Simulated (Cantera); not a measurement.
A closed system holds: 1 mol CS2, 0.15 mol H2, a varied amount of N2, held at 3298 K and 3.60 Torr.

Equilibrium computed with Cantera from the NASA thermochemical tables; the gas is ideal and each condensed phase is pure. Candidate condensed phases: C, C6H6, C7H8, C8H18, S; 100 gas species. Kinetics and transport are ignored.

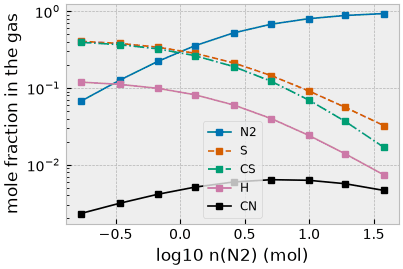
Equilibrium gas composition (values under 1e-9 drawn at 1e-9)

From 0.17 mol N2 to 38 mol N2 nothing is condensed. The main C-bearing gas is CS throughout.
